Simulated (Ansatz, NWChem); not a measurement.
## BHO2 (oxoborinic acid): the energy, rung by rung

BHO2 has 4 atoms, charge 0, and is taken as a singlet. SMILES: `O=BO`. The shape is that of a PBE0-D4/def2-TZVP optimisation.

```xyz
4

O    -1.5551    0.5235    0.4285
B    -0.4239    0.1320    0.2486
O     0.8167   -0.3020    0.1086
H     1.1623   -0.3535   -0.7857
```

Quantity: the energy change with the O3–H4 bond stretched from 0.960 to 1.728 Å, in eV. The values are calculated.

| level | kind | program | value (eV) | CPU time (all runs) |
| --- | --- | --- | --- | --- |
| BLYP/def2-TZVPP (restricted) | GGA | Ansatz | 3.44 | 7.7 s |
| TPSS/def2-TZVPP (restricted) | meta-GGA | NWChem | 3.60 | 84 s |
| BHLYP/def2-TZVPP (restricted) | global hybrid | Ansatz | 4.33 | 8.4 s |
| PBE0/def2-TZVPP (restricted) | global hybrid | NWChem | 4.02 | 34 s |
| CAM-B3LYP/def2-TZVPP (restricted) | range-separated hybrid | Ansatz | 4.04 | 9.4 s |
| RPA@PBE/def2-TZVPP (restricted) | RPA | Ansatz | 3.68 | 17 s |
| RPA@PBE0/def2-TZVPP (restricted) | RPA | Ansatz | 3.95 | 17 s |
| MP2/def2-TZVPP (restricted) | perturbation theory | Ansatz | 4.03 | 5.2 s |

The first shape isn't each level's own minimum. The values span 3.44 to 4.33 eV. Times are those of the runs behind each value, whatever else they computed, on shared processors of several kinds: orders of magnitude only.

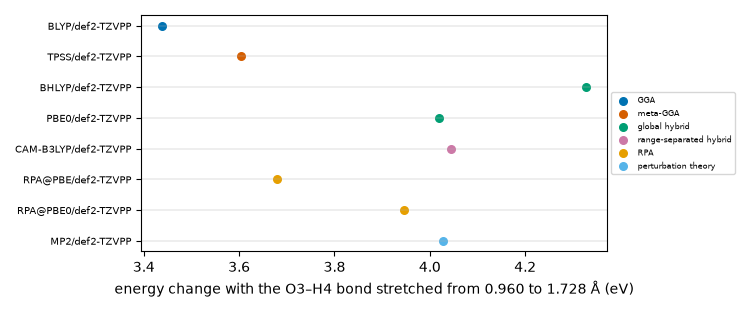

The values of the table, level by level.
